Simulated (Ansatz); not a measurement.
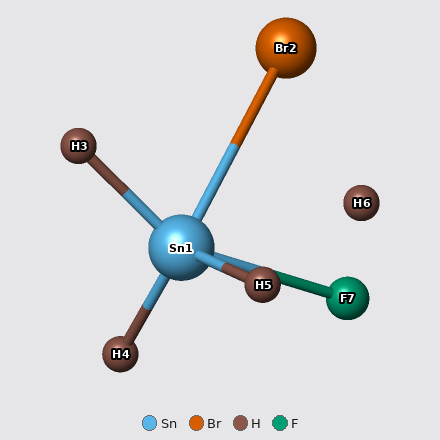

The system is the reacting system BrFH₄Sn (fragments BrH₃Sn + FH where the first distance is long, FH₃Sn + BrH where the second is long); the picture shows the reference structure. 
- The first coordinate is: distance Sn1–F7 (bond that forms); the second: distance Sn1–Br2 (bond that breaks).
- Relaxed at each point: all other coordinates.
- Grid: 8 × 8 points.
- Points are written as (first, second).
- All energies are given in kJ/mol relative to the lowest grid point.
- Energies and slopes of some neighbouring points disagree (a jump in structure or state, or too coarse a mesh). The reference is spin-restricted, so regions where a bond is pulled apart into radicals lie too high.
- Computed with RKS B3LYP-D4/def2-SVP in Ansatz.

Its coordinates:

```xyz
7

Sn   -0.4378   -0.0897   -0.6969
Br    1.6149   -1.3008    1.1665
H    -0.2222   -1.5629   -1.5616
H    -2.0257   -0.0019   -0.0736
H     0.1901    1.2274   -1.5834
H     0.8382    0.4790    1.5975
F     0.0426    1.2489    1.1516
```

Range: distance Sn1–F7 (bond that forms) from 1.791 to 2.991 Å; distance Sn1–Br2 (bond that breaks) from 2.331 to 4.131 Å.

What will the energy surface look like?

The lowest grid point is at (2.991 Å, 2.489 Å). It lies in a valley that leaves the map towards separated partners. The energy also falls towards the edge at (2.042 Å, 4.131 Å) (39 kJ/mol above the lowest), where a further well may lie outside the range. The highest grid point, (1.791 Å, 2.331 Å), lies 344 kJ/mol above the lowest.

```
second ↓, first →  1.791  1.896  2.042  2.207  2.387  2.579  2.781  2.991
            4.131     85     44     39     69    116    165    195    213
            3.816     86     45     39     67    111    148    168    178
            3.513     91     50     43     68    110    122    130    136
            3.225    105     64     54     73     83     84     85     87
            2.955    134     91     75     65     50     43     40     40
            2.707    184    138     92     50     26     13      7      5
            2.489    263    191    110     59     29     12      4      0
            2.331    344    241    153     97     64     46     36     31
```

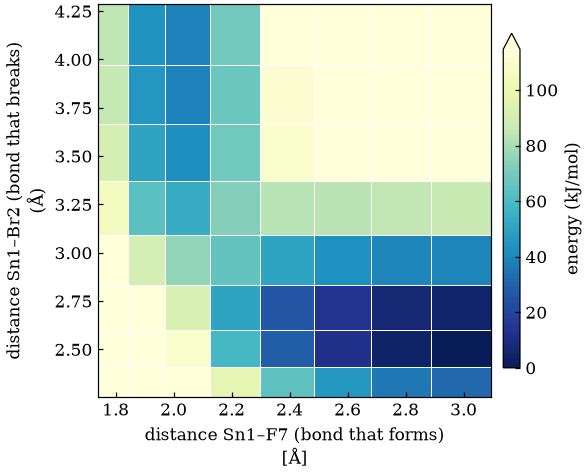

Drawn: one coloured cell a grid point, one colour for all values above the top of the scale.

Time for the 64 points that were run: 22 min on 1 thread of Arm Neoverse V2, with other jobs on the host.
